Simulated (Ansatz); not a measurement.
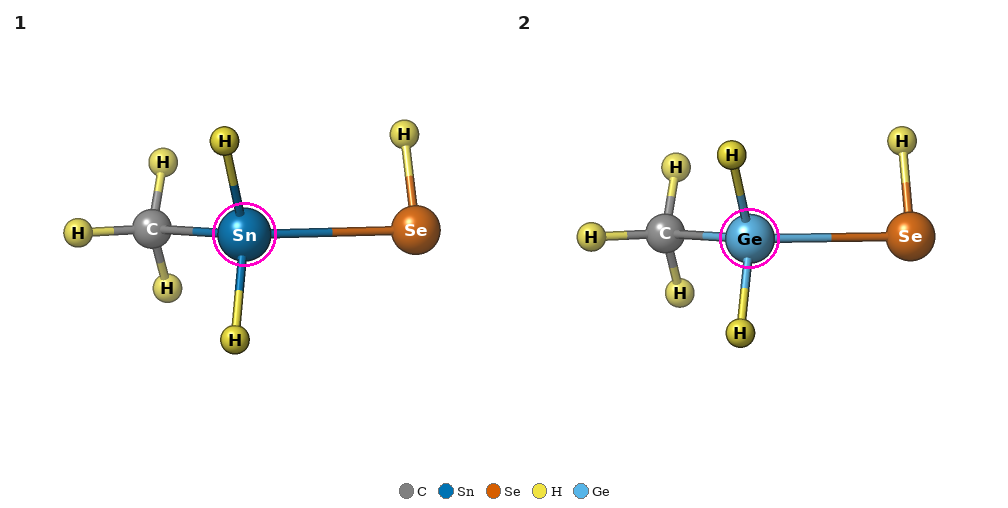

2 molecules with one skeleton, seen from the same side and at one scale; the atom that differs is circled. Charge 0, singlet. Computed geometries: PBE0-D4/def2-TZVP optimisations, one conformation each. Properties computed with Ansatz 0.2.0. Elements past Kr carry core potentials.

One atom differs, called X below: Sn in panel 1, Ge in panel 2. Their formulas are CH6SeSn (`[CH3][SnH2][SeH]`), CH6GeSe (`[CH3][GeH2][SeH]`).

> In which is the dipole moment larger (B3LYP-D4/def2-TZVPP)?

In panel 1 (X = Sn).

> In which is the length of X–C larger (PBE0-D4/def2-TZVP)?

In panel 1 (X = Sn).

Give the values. With PBE0-D4/def2-TZVP: length of X–C (Å), mean length of X–H (Å), length of X–Se (Å), angle C–X–Se (°). With B3LYP-D4/def2-TZVPP: dipole moment (D), HOMO energy (Kohn–Sham orbital) (eV), HOMO–LUMO gap (eV).

| quantity | 1 (Sn) | 2 (Ge) | 2 − 1 |
| --- | --- | --- | --- |
| length of X–C (Å) | 2.136 | 1.949 | −0.187 |
| mean length of X–H (Å) | 1.708 | 1.539 | −0.169 |
| length of X–Se (Å) | 2.540 | 2.363 | −0.177 |
| angle C–X–Se (°) | 109.5 | 110.8 | +1.3 |
| dipole moment (D) | 1.94 | 1.75 | −0.19 |
| HOMO energy (Kohn–Sham orbital) (eV) | −6.54 | −6.56 | −0.02 |
| HOMO–LUMO gap (eV) | 5.80 | 6.30 | +0.50 |
